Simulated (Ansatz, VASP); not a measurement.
# GeW in two plane-wave programs, part 2 of 2

One calculation is typed for both programs; each brings its own data sets. How far apart do they land? The cell is generated by rule, not measured, and may not be a known phase. The cell is taken from a series of VASP runs on this material, whose earlier steps may have relaxed, scaled or displaced it; both programs get it as it stands. Valence electrons are named where the data sets of a main pair hold unlike numbers.

VASP 6.6.1 and Ansatz 0.2.0.

So far: Starting point; VASP: band structure, LDA; Ansatz: band structure, LDA; Comparison.

The structure was built from a prototype and need not be the compound's stable phase.

### Step 5. Ansatz: band structure, LDA, spin-orbit coupling

Level of this step: Ansatz beside VASP: Kohn-Sham DFT, plane waves, LDA, spin-orbit coupling (Ansatz).

A single point gives forces, pressure and levels at one fixed geometry, so differences don't come from the geometry; what else differs is listed under the comparison.

The cell is taken from a series of VASP runs on this material, whose earlier steps may have relaxed, scaled or displaced it; both programs get it as it stands.

Contents of input.yaml:

```yaml
crystal:
  lattice:
    - [0.0, 2.76, 2.76]
    - [2.76, 0.0, 2.76]
    - [2.76, 2.76, 0.0]
  atoms:
    - { symbol: W, position: [0.0, 0.0, 0.0] }
    - { symbol: Ge, position: [0.5, 0.5, 0.5] }
hamiltonian:
  xc: lda
  pseudopotentials: { kind: paw_fr }
magnetization:
  noncollinear: true
  spin_orbit: true
kpoints:
  mp_grid: { grid: [8, 8, 8] }
  band_path:
    path:
      - [0.0, 0.0, 0.0]
      - [0.16667, 0.0, 0.16667]
      - [0.33333, 0.0, 0.33333]
      - [0.5, 0.0, 0.5]
      - [0.5, 0.08333, 0.58333]
      - [0.5, 0.18333, 0.68333]
      - [0.5, 0.25, 0.75]
      - [0.45, 0.3, 0.75]
      - [0.40833, 0.34167, 0.75]
      - [0.35, 0.35, 0.7]
      - [0.225, 0.225, 0.45]
      - [0.075, 0.075, 0.15]
      - [0.03333, 0.03333, 0.03333]
      - [0.23333, 0.23333, 0.23333]
      - [0.4, 0.4, 0.4]
      - [0.51667, 0.46667, 0.51667]
      - [0.55833, 0.38333, 0.55833]
      - [0.60833, 0.28333, 0.60833]
      - [0.60833, 0.25, 0.64167]
      - [0.55833, 0.25, 0.69167]
      - [0.51667, 0.25, 0.73333]
      - [0.5, 0.3, 0.7]
      - [0.5, 0.38333, 0.61667]
      - [0.5, 0.48333, 0.51667]
      - [0.475, 0.475, 0.55]
      - [0.425, 0.425, 0.65]
      - [0.38333, 0.38333, 0.73333]
      - [0.59167, 0.18333, 0.59167]
      - [0.55, 0.1, 0.55]
      - [0.5, 0.0, 0.5]
    npoints: 1
scf:
  occupations: { method: gaussian, width: 0.02 }
  n_extra_bands: 14
output:
  forces: true
  stress: true
  eigenvalues: true
```

Launch:

```
ansatz run input.yaml --threads 2 --pin off --max-ram 4608MiB --backend cpu --events-out ev --progress --plain --runs-dir out
```

Numbers of over 12 decimals in the logs are rounded to 6 here.

What it wrote:

```text
[...]
non-collinear run that drives no moment, with spin-orbit: no starting moment large enough to seed its density (crystal.atoms[].spin), no starting occupations that ask for one, no magnetisation constraint and no magnetic field, so the semilocal B_xc is pinned to zero
Crystal: 2 atoms, lattice volume = 42.049 Å³
Basis set: ecut = 420 eV, 869 PW (Γ)
[...]
k-point 1: bands = [... 24 lower, 11.2984, 11.2984, 11.6384, 11.6384, 11.8301, 11.8301, 13.6412, 13.6412, ... 10 higher]
  k-point 2: bands = [... 24 lower, 10.4067, 10.4067, 11.9848, 11.9848, 12.1355, 12.1355, 13.1378, 13.1378, ... 10 higher]
  k-point 28: bands = [... 24 lower, 9.3625, 9.3625, 12.7909, 12.7909, 13.0606, 13.0606, 13.3728, 13.3728, ... 10 higher]
[key lines of the parts left out:]
SCF converged after 9 iterations
Magnetization: |M| = 0.0000 μB,  M = (+0.0000, +0.0000, +0.0000) μB
Free energy (F): -14366.591840 eV
Fermi energy:    12.511913 eV
P = ⅓ Tr σ = -27.6550 GPa (-276.550 kbar)
```

It took 5.7 s on 2 threads of AMD EPYC 9R14 (Zen 4), shared host; peak memory 0.54 GiB.

### Step 6. VASP: band structure, LDA, spin-orbit coupling

The same cell, functional (in two slightly different forms), mesh and smearing now go to VASP, with its own data sets.

Contents of INCAR:

```
SYSTEM = GeW
PREC = Accurate
ENCUT = 410
EDIFF = 1E-06
NELM = 100
ISMEAR = 0
SIGMA = 0.02
LREAL = .FALSE.
ALGO = Normal
GGA = CA
LNONCOLLINEAR = .TRUE.
MAGMOM = 0 0 0 0 0 0
NBANDS = 32
GGA_COMPAT = .FALSE.
LASPH = .TRUE.
LSORBIT = .TRUE.
LMAXMIX = 4
LORBIT = 11
LWAVE = .FALSE.
LCHARG = .FALSE.
KPAR = 4
ISIF = 2
```

Contents of POSCAR:

```
GeW
1.0
    0.0000000000      2.7600000000      2.7600000000
    2.7600000000      0.0000000000      2.7600000000
    2.7600000000      2.7600000000      0.0000000000
W Ge
1 1
Direct
    0.0000000000      0.0000000000      0.0000000000
    0.5000000000      0.5000000000      0.5000000000
```

Contents of KPOINTS:

```
Automatic mesh
0
Gamma
8 8 8
0 0 0
```

Contents of KPOINTS_OPT:

```
Line mode
16
Line-mode
Reciprocal
  0.00000000   0.00000000   0.00000000 GAMMA
  0.50000000   0.00000000   0.50000000 X

  0.50000000   0.00000000   0.50000000 X
  0.50000000   0.25000000   0.75000000 W

  0.50000000   0.25000000   0.75000000 W
  0.37500000   0.37500000   0.75000000 K

  0.37500000   0.37500000   0.75000000 K
  0.00000000   0.00000000   0.00000000 GAMMA

  0.00000000   0.00000000   0.00000000 GAMMA
  0.50000000   0.50000000   0.50000000 L

  0.50000000   0.50000000   0.50000000 L
  0.62500000   0.25000000   0.62500000 U

  0.62500000   0.25000000   0.62500000 U
  0.50000000   0.25000000   0.75000000 W

  0.50000000   0.25000000   0.75000000 W
  0.50000000   0.50000000   0.50000000 L

  0.50000000   0.50000000   0.50000000 L
  0.37500000   0.37500000   0.75000000 K

  0.62500000   0.25000000   0.62500000 U
  0.50000000   0.00000000   0.50000000 X
```

PAW data sets: W and Ge_d (LDA family, release 64).

Launch:

```
mpirun -np 4 vasp_ncl
```

What it wrote:

```text
[... set-up lines as in an earlier step ...]
 entering main loop
       N       E                     dE             d eps       ncg     rms          rms(c)
DAV:   1     0.147744258117E+03    0.14774E+03   -0.81929E+03  2400   0.237E+03
DAV:   2     0.783242655443E+01   -0.13991E+03   -0.13265E+03  1896   0.645E+02
DAV:   3    -0.170070378441E+02   -0.24839E+02   -0.24293E+02  2192   0.138E+02
DAV:   4    -0.181988876793E+02   -0.11918E+01   -0.11890E+01  2176   0.357E+01
[...]
DAV:  11    -0.168696565831E+02    0.21243E-04   -0.65271E-05  2048   0.672E-02    0.228E-02
DAV:  12    -0.168696517344E+02    0.48487E-05   -0.14327E-05  2488   0.649E-02    0.796E-03
DAV:  13    -0.168696515793E+02    0.15505E-06   -0.69556E-07  1320   0.109E-02
   1 F= -.16869652E+02 E0= -.16868804E+02  d E =-.169453E-02  mag=    -0.0000     0.0000    -0.0000
 Start KPOINTS_OPT (optional k-point list driver)
k-point batch [1-29\160]
       N       E                     dE             ncg
DAV:   1    -0.329387408706E+03   -0.13247E+05     2384
DAV:   2    -0.432779495222E+04   -0.39984E+04     1928
DAV:   3    -0.503851223849E+04   -0.71072E+03     2176
DAV:   4    -0.507394887669E+04   -0.35437E+02     2112
[...]
DAV:   8    -0.507468339259E+04   -0.29928E-04     2080
DAV:   9    -0.507468339399E+04   -0.14014E-05     1688
DAV:  10    -0.507468339414E+04   -0.14916E-06     1184
[...]
k-point batch [146-160\160]
       N       E                     dE             ncg
DAV:   1     0.802659639525E+04   -0.97869E+04     1232
DAV:   2     0.598672536578E+04   -0.20399E+04     1040
DAV:   3     0.562364559814E+04   -0.36308E+03     1096
DAV:   4     0.560604113670E+04   -0.17604E+02     1128
DAV:   5     0.560567884230E+04   -0.36229E+00     1104
DAV:   6     0.560566998181E+04   -0.88605E-02     1144
DAV:   7     0.560566965725E+04   -0.32455E-03     1096
DAV:   8     0.560566964256E+04   -0.14691E-04     1104
DAV:   9     0.560566964191E+04   -0.65409E-06      840
```

Parts of OUTCAR (step 6):

```text
  Total       -7.4013761     -7.4013761     -7.4013761      0.0000000     -0.0000000      0.0000000
  in kB     -282.0108472   -282.0108472   -282.0108472      0.0000000     -0.0000000      0.0000000
  external PRESSURE =    -282.0108472 kB  Pullay stress =       0.0000000 kB

 POSITION                                       TOTAL-FORCE (eV/Angst)
 -----------------------------------------------------------------------------------
      0.00000      0.00000      0.00000         0.000000      0.000000      0.000000
      2.76000      2.76000      2.76000        -0.000000     -0.000000     -0.000000
 -----------------------------------------------------------------------------------
    total drift:                                0.000000      0.000000      0.000000

  FREE ENERGIE OF THE ION-ELECTRON SYSTEM (eV)
  ---------------------------------------------------
  free  energy   TOTEN  =       -16.8696515793 eV

  energy  without entropy=      -16.8679570461  energy(sigma->0) =      -16.86880431

 magnetization (x)
# of ion       s       p       d       tot
------------------------------------------
    1        0.000   0.000   0.000   0.000
    2        0.000   0.000   0.000   0.000
--------------------------------------------------
tot          0.000   0.000   0.000   0.000

 magnetization (y)
# of ion       s       p       d       tot
------------------------------------------
    1        0.000   0.000   0.000   0.000
    2       -0.000   0.000   0.000   0.000
--------------------------------------------------
tot         -0.000   0.000   0.000   0.000

 magnetization (z)
# of ion       s       p       d       tot
------------------------------------------
    1        0.000   0.000   0.000   0.000
    2        0.000   0.000   0.000   0.000
--------------------------------------------------
tot          0.000   0.000   0.000   0.000

[... 1 part as in an earlier step ...]

[... 2 further parts left out ...]
[key lines of the parts left out:]
E-fermi :   5.0850
```

The k-mesh is coarse for a metal.

The run ends at a pressure of -28.20 GPa.

### Step 7. Differences

What differs besides the data sets and the points named for the pairs above, as far as they apply: spin-orbit coupling enters by fully relativistic files in Ansatz and inside the spheres in VASP; the data sets hold 28 valence electrons in Ansatz (on its fully relativistic PAW (standard-fr) files) and 20 in VASP. Total energies have different zeros and are not compared.

Compared:

| quantity | Ansatz | VASP | difference |
| --- | --- | --- | --- |
| pressure (GPa) | -27.65 | -28.20 | +0.55 |

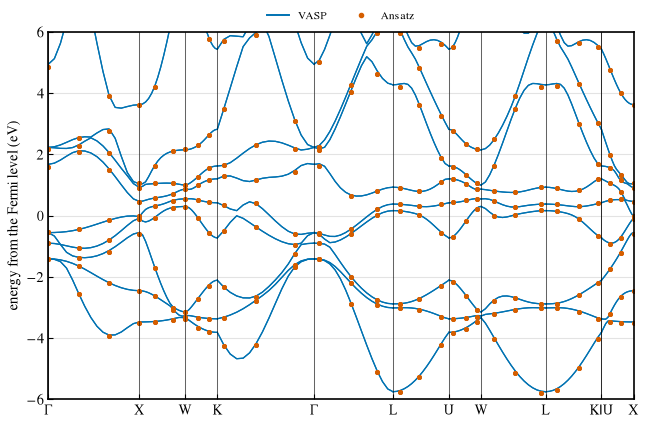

Bands from VASP (lines) and levels from Ansatz (dots). Dots without a line are higher empty bands that the VASP plot leaves out.

Levels from 3 eV below to 2 eV above the Fermi level differ by 18 meV r.m.s. and 74 meV at most; each VASP level is matched to the nearest of Ansatz, which flatters the figure a little.

### Step 8. What came out

```yaml
r_m_s_difference_of_levels_near_the_fermi_level_band_structure_lda: 15 meV
difference_in_pressure_band_structure_lda: 0.58 GPa
r_m_s_difference_of_levels_near_the_fermi_level_band_structure_lda_spin_orbit_coupling: 18 meV
difference_in_pressure_band_structure_lda_spin_orbit_coupling: 0.55 GPa
```

What this shows: The difference in pressure is 0.58 GPa (band structure, LDA), within the 1 GPa picked in this series as the mark of a large difference. The data sets hold unlike numbers of valence electrons (28 in Ansatz and 20 in VASP), so part of the differences comes from the potentials. How closely two codes agree says nothing of how well the functional describes the real material.

[Lines on the potential files, build, host, timing and source positions are cut from VASP's logs without a mark.]

[Logs are printed without paths, hosts, clocks, repeated set-up lines and the standing remarks that a program may print on its own settings, such as how far it seeks lower states.]

[Hosts, paths, dates, database ids (printed as entryN), source tags and the programs' standing remarks are cut or masked in the printed files.]
